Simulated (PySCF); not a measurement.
# NMR shielding calculation of Si$_{2}$H$_{6}$O

The run: NMR shielding calculation of Si$_{2}$H$_{6}$O (disiloxane), SMILES [SiH3]O[SiH3]. Method and program: GIAO PBE0/pcSseg-1 NMR shielding, non-relativistic, gas phase (PySCF 2.14.0).

The run did not end well. The geometry comes from this level: GFN2-xTB.

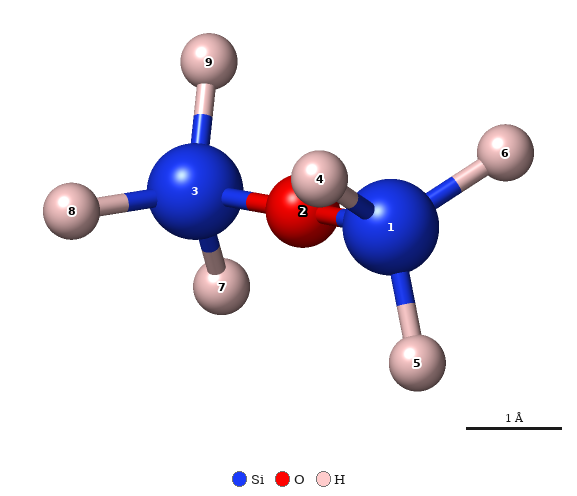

Figure 1. The structure (ball-and-stick view, seen at a tilt; atoms are numbered from 1 in the order of the input). Bond lengths as drawn: H–Si 1.46 Å and O–Si 1.62 Å.

Input file
```
{"job": {"kind": "nmr", "xc": "PBE0", "basis": "pcSseg-1", "pop": true, "scf": {"max_cycle": 5}}, "charge": 0, "multiplicity": 1}
Si    -1.592559    -0.217384     0.079980
O      0.020394    -0.105055     0.090803
Si     1.597316     0.209598    -0.077850
H     -2.121871     1.023532    -0.484002
H     -1.924369    -1.373643    -0.750796
H     -1.988900    -0.399895     1.474265
H      2.256533    -1.089486    -0.192186
H      1.759147     1.017997    -1.285234
H      2.007870     0.940329     1.119841
```

The first line tells a small driver script what to run in PySCF; the rest is the geometry in Å.

Run on 1 CPU thread, shared host.

Run as:
```bash
OMP_NUM_THREADS=1 python <driver script> task.json out
```

Output
```
final grid: 67296 points
cycle   1  E = -657.4097434172  dE =  1.018e-01  |g| = 7.547e-01  |ddm| = 2.628e+00
cycle   2  E = -657.2148885105  dE =  1.949e-01  |g| = 1.255e+00  |ddm| = 1.527e+00
cycle   3  E = -657.5064403009  dE = -2.916e-01  |g| = 5.690e-02  |ddm| = 1.114e+00
cycle   4  E = -657.5070828248  dE = -6.425e-04  |g| = 1.449e-02  |ddm| = 6.786e-02
cycle   5  E = -657.5071153936  dE = -3.257e-05  |g| = 8.635e-04  |ddm| = 1.575e-02
SCF not converged, last energy = -657.5071153936
```

What the run reported

```json
{"quantity": "outcome", "value": "not converged"}
{"quantity": "total energy", "value": "−657.507115 hartree"}
{"quantity": "HOMO", "value": "−8.51 eV"}
{"quantity": "LUMO", "value": "0.11 eV"}
{"quantity": "dipole moment", "value": "0.17 D"}
{"quantity": "wall time", "value": "2.4 s"}
{"quantity": "peak memory", "value": "0.59 GiB"}
```

Diagnosis

Some settings of this run were drawn to be unusual or wrong. The run did not converge. At least one of its steps failed, so the values that rest on that step are not results.
